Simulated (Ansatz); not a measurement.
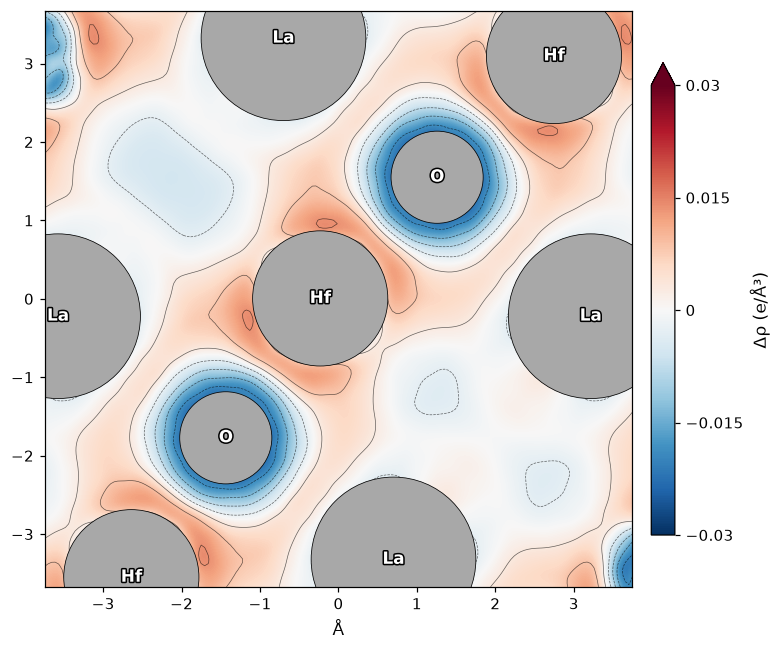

LaHfO. Difference of the valence pseudo-densities of two functionals at the same geometry, on the (111) plane of the calculation cell: PBE less r2SCAN.

Space group Cmmm; a generated structure, not necessarily the stable one.

Both computed with Ansatz (plane waves, PAW), on the same k-point mesh. Grey discs cover the atomic cores.

Q: Where does the change of functional move the electrons?

A: Against r2SCAN, PBE gives more density around Hf (+0.005 e/Å³ on average at 1.2 Å from the nucleus), less density around O (−0.016 e/Å³ on average at 0.7 Å from the nucleus), less density in the space between the atoms (−0.003 e/Å³ on average) and a change of +0.008 e/Å³ at the midpoint of Hf–O and +0.004 e/Å³ at the midpoint of La–O.
